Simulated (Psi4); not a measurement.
# BClF2 (chlorodifluoroborane): B3LYP/6-31G(d) (spherical functions)

What is the vertical singlet–triplet gap of BClF2 (chlorodifluoroborane) at B3LYP/6-31G* (spherical functions)? 

The results are computed with Psi4 1.11.

4 further runs of the same task are left out: 4 set aside as unsound or not needed.

### 1 The system as given

BClF2 has 4 atoms, charge 0, and is taken as a singlet. As SMILES, `FB(F)Cl`. The coordinates come from a PBE0-D4/def2-TZVP relaxation.

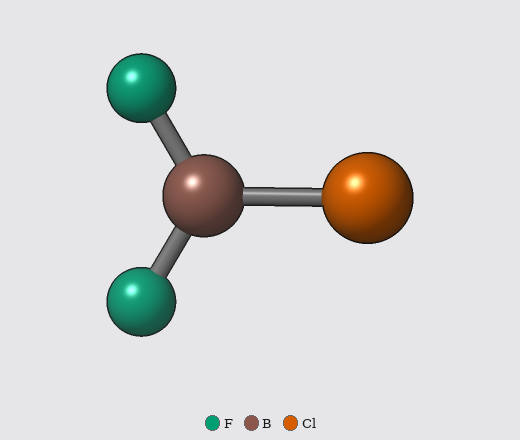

The structure, seen from a chosen angle (fluorine teal, boron brown, chlorine orange).

### 2 Energy and gradient at B3LYP/6-31G(d) (spherical functions)

Input file job.json:

```json
{
 "schema_name": "qcschema_input",
 "schema_version": 1,
 "molecule": {
  "schema_name": "qcschema_molecule",
  "schema_version": 2,
  "symbols": ["F", "B", "F", "Cl"],
  "geometry": [-0.32824543, -2.37028348, -1.03235738, -0.12680062, -0.07804569, -0.11716302, -1.91164695, 1.56866166, -0.60036599, 2.4715728, 0.765906, 1.71152495],
  "molecular_charge": 0,
  "molecular_multiplicity": 1,
  "fix_symmetry": "c1",
  "fix_com": true,
  "fix_orientation": true
 },
 "driver": "gradient",
 "model": {
  "method": "b3lyp",
  "basis": "6-31G*"
 },
 "keywords": {
  "puream": true,
  "e_convergence": 1e-09,
  "d_convergence": 1e-08,
  "scf_type": "pk",
  "dft_radial_points": 99,
  "dft_spherical_points": 590,
  "scf_properties": ["LOWDIN_CHARGES", "MULLIKEN_CHARGES", "MAYER_INDICES"]
 }
}
```

Command:

```bash
$ psi4 --qcschema job.json -n 1 --memory 1600MB
```

stdout, shortened:

```text
[...]
  Running in c1 symmetry.
[...]
  Nuclear repulsion =  142.136300707000061
[...]
  Multiplicity = 1
[...]
  Nalpha       = 20
  Nbeta        = 20
[...]
    Number of basis functions: 60
[...]
   @RKS iter   1:  -684.81871302657578   -2.28157e-01   7.36252e-03 ADIIS/DIIS
[...]
   @RKS iter  10:  -684.88328264865686   -1.19371e-11   6.00613e-09 DIIS
[...]
    Orbital Energies [Eh]
    ---------------------
    Doubly Occupied:
       1A   -101.544580     2A    -24.731588     3A    -24.731533
       4A     -9.479490     5A     -7.240151     6A     -7.234513
       7A     -7.232910     8A     -6.909556     9A     -1.259982
      10A     -1.231913    11A     -0.864129    12A     -0.595322
      13A     -0.556390    14A     -0.521758    15A     -0.513018
      16A     -0.452324    17A     -0.440955    18A     -0.421237
      19A     -0.358889    20A     -0.344557
[...]
  @RKS Final Energy:  -684.88328264865686
   => Energetics <=
    Nuclear Repulsion Energy =            142.1363007070000606
    One-Electron Energy =               -1229.9807589749668750
    Two-Electron Energy =                 446.0128111048188657
    DFT Exchange-Correlation Energy =     -43.0516354855089602
    Empirical Dispersion Energy =           0.0000000000000000
    VV10 Nonlocal Energy =                  0.0000000000000000
    Total Energy =                       -684.8832826486568592
[...]
 Multipole Moments:
 ------------------------------------------------------------------------------------
     Multipole            Electronic (a.u.)      Nuclear  (a.u.)        Total (a.u.)
 ------------------------------------------------------------------------------------
 L = 1.  Multiply by 2.5417464519 to convert [e a0] to [Debye]
 Dipole X            :        -21.2678579           21.2237031           -0.0441549
 Dipole Y            :         -5.4296184            5.4155772           -0.0140412
 Dipole Z            :        -13.8464841           13.8155987           -0.0308854
 Magnitude           :                                                    0.0556841
[...]
  Mulliken Charges: (a.u.)
   Center  Symbol    Alpha    Beta     Spin     Total
       1     F     4.60591  4.60591  0.00000 -0.21183
       2     B     2.21647  2.21647  0.00000  0.56706
       3     F     4.60582  4.60582  0.00000 -0.21163
       4    CL     8.57180  8.57180  0.00000 -0.14359
   Total alpha = 20.00000, Total beta = 20.00000, Total charge =  0.00000
  Lowdin Charges: (a.u.)
   Center  Symbol    Alpha    Beta     Spin     Total
       1     F     4.48588  4.48588  0.00000  0.02825
       2     B     2.56319  2.56319  0.00000 -0.12638
[...]
  -Total Gradient:
     Atom            X                  Y                   Z
    ------   -----------------  -----------------  -----------------
       1       -0.000027102897     0.006413035339     0.002205462464
       2        0.001600197184     0.000655947709     0.001188879734
       3        0.004649837946    -0.005048121137     0.000989706962
       4       -0.006203737099    -0.002014653492    -0.004370447057
[...]
```

The result, in JSON:

```text
{
 "driver": "gradient",
 "model": {
  "method": "b3lyp",
  "basis": "6-31G*"
 },
 "success": true,
 "return_result": [-2.710289721212164e-05, 0.006413035338855622, 0.002205462464085456, 0.001600197184487978, 0.0006559477088147365, 0.0011888797337642615, 0.004649837946176738, -0.005048121136557893, 0.0009897069617930548, -0.006203737099238105, -0.002014653492095876, -0.004370447056644133],
 "properties": {
  "calcinfo_nbasis": 60,
  "calcinfo_nmo": 60,
  "calcinfo_nalpha": 20,
  "calcinfo_nbeta": 20,
  "calcinfo_natom": 4,
  "nuclear_repulsion_energy": 142.13630070700006,
  "return_energy": -684.8832826486569,
  "return_gradient": [-2.710289721212164e-05, 0.006413035338855622, 0.002205462464085456, 0.001600197184487978, 0.0006559477088147365, 0.0011888797337642615, 0.004649837946176738, -0.005048121136557893, 0.0009897069617930548, -0.006203737099238105, -0.002014653492095876, -0.004370447056644133],
  "scf_one_electron_energy": -1229.9807589749669,
  "scf_two_electron_energy": 446.01281110481887,
  "scf_xc_energy": -43.05163548550896,
  "scf_dipole_moment": [-0.04415486213143538, -0.014041188626165102, -0.030885413925094696],
  "scf_total_energy": -684.8832826486569,
  "scf_total_gradient": [-2.710289721212164e-05, 0.006413035338855622, 0.002205462464085456, 0.001600197184487978, 0.0006559477088147365, 0.0011888797337642615, 0.004649837946176738, -0.005048121136557893, 0.0009897069617930548, -0.006203737099238105, -0.002014653492095876, -0.004370447056644133],
  "scf_iterations": 10
 }
}
```

Run time: 10 s. Hardware: 1 thread of Intel Xeon Platinum 8259CL at 2.50GHz (Skylake/Cascade Lake), shared host; peak memory 0.56 GiB.

### 3 The triplet at the same level

Input file bclf2.py:

```python
import psi4

psi4.set_memory('1600 MB')
psi4.set_num_threads(1)
psi4.set_output_file('bclf2.out', False)

geom = psi4.geometry("""
0 3
F     -0.173700    -1.254300    -0.546300
B     -0.067100    -0.041300    -0.062000
F     -1.011600     0.830100    -0.317700
Cl     1.307900     0.405300     0.905700
symmetry c1
""")

psi4.set_options({
    'basis': '6-31G*',
    'reference': 'uks',
    'puream': True,
    'e_convergence': 1e-09,
    'd_convergence': 1e-08,
    'scf_type': 'pk',
    'dft_radial_points': 99,
    'dft_spherical_points': 590,
    'maxiter': 100,
})

result, w = psi4.gradient("B3LYP", return_wfn=True)
psi4.oeprop(w, "MAYER_INDICES", "DIPOLE", "WIBERG_LOWDIN_INDICES")
print('gradient / Eh bohr^-1')
print(result.np.round(6))
print(f'energy = {w.energy():.10f} Eh')
for k, v in sorted(psi4.core.scalar_variables().items()):
    print(f'{k:45s} {v:18.10f}')
```

Command:

```bash
$ python bclf2.py
```

bclf2.out, shortened:

```text
[...]
  Running in c1 symmetry.
[...]
  Nuclear repulsion =  142.136300753478139
[...]
  Multiplicity = 3
[...]
  Nalpha       = 21
  Nbeta        = 19
[...]
    Number of basis functions: 60
[...]
   @UKS iter   1:  -684.45658913745069    1.33967e-01   8.86205e-03 DIIS/ADIIS
[...]
   @UKS iter  14:  -684.58019596488282   -3.41061e-13   2.63195e-09 DIIS
[...]
   @S^2 Observed:                2.004886108E+00
[...]
  @UKS Final Energy:  -684.58019596488282
   => Energetics <=
    Nuclear Repulsion Energy =            142.1363007534781389
    One-Electron Energy =               -1229.3589883682348045
    Two-Electron Energy =                 445.6780676961461154
    DFT Exchange-Correlation Energy =     -43.0355760462722543
    Empirical Dispersion Energy =           0.0000000000000000
    VV10 Nonlocal Energy =                  0.0000000000000000
    Total Energy =                       -684.5801959648828188
[...]
  -Total Gradient:
     Atom            X                  Y                   Z
    ------   -----------------  -----------------  -----------------
       1       -0.004534449011     0.072958010972     0.022678051443
       2       -0.011271347636    -0.003520056009    -0.007945919196
       3        0.048522449901    -0.058817008683     0.008276387358
       4       -0.032698545631    -0.010615089271    -0.022995683540
[...]
 Multipole Moments:
 ------------------------------------------------------------------------------------
     Multipole            Electronic (a.u.)      Nuclear  (a.u.)        Total (a.u.)
 ------------------------------------------------------------------------------------
 L = 1.  Multiply by 2.5417464519 to convert [e a0] to [Debye]
 Dipole X            :         -0.1516534            0.9901965            0.8385431
 Dipole Y            :         -0.0491856            0.3216348            0.2724492
 Dipole Z            :         -0.1069460            0.6969061            0.5899602
 Magnitude           :                                                    1.0608657
[...]
```

The script printed:

```text
gradient / Eh bohr^-1
[[-0.004534  0.072958  0.022678]
 [-0.011271 -0.00352  -0.007946]
 [ 0.048522 -0.058817  0.008276]
 [-0.032699 -0.010615 -0.022996]]
energy = -684.5801959649 Eh
CURRENT ENERGY                                   -684.5801959649
CURRENT REFERENCE ENERGY                         -684.5801959649
DD SOLVATION ENERGY                                 0.0000000000
DFT FUNCTIONAL TOTAL ENERGY                      -684.5801959649
DFT TOTAL ENERGY                                 -684.5801959649
DFT VV10 ENERGY                                     0.0000000000
DFT XC ENERGY                                     -43.0355760463
GRID ELECTRONS ALPHA                               20.9999998015
GRID ELECTRONS BETA                                18.9999997978
GRID ELECTRONS TOTAL                               39.9999995992
NUCLEAR REPULSION ENERGY                          142.1363007535
ONE-ELECTRON ENERGY                             -1229.3589883682
PCM POLARIZATION ENERGY                             0.0000000000
PE ENERGY                                           0.0000000000
SCF ITERATION ENERGY                             -684.5801959649
SCF ITERATIONS                                     14.0000000000
SCF TOTAL ENERGY                                 -684.5801959649
TWO-ELECTRON ENERGY                               445.6780676961
XC GRID RADIAL POINTS                              99.0000000000
XC GRID SPHERICAL POINTS                          590.0000000000
XC GRID TOTAL POINTS                           219513.0000000000
```

It took 18 s on 1 thread of Intel Xeon Platinum 8259CL at 2.50GHz (Skylake/Cascade Lake), shared host; peak memory 0.56 GiB.

### 4 Outcome

At B3LYP/6-31G* (spherical functions):

```
                                        quantity          value
                           singlet: total energy  -684.88328 Eh
                          singlet: dipole moment         0.14 D
                            singlet: HOMO energy       -9.38 eV
                            singlet: LUMO energy       -0.01 eV
                          singlet: HOMO–LUMO gap        9.36 eV
               singlet: largest force on an atom     0.404 eV/Å
                           triplet: total energy  -684.58020 Eh
                          triplet: dipole moment         2.70 D
     triplet: HOMO energy (highest over α and β)       -1.48 eV
                                   triplet: ⟨S²⟩          2.005
               triplet: largest force on an atom     3.944 eV/Å
vertical energy of the triplet above the singlet       8.247 eV
```

In words: At this shape the triplet lies 8.25 eV (190 kcal/mol) above the singlet. The largest force (singlet) is 0.40 eV/Å: the shape isn't a stationary point for this species at this level.
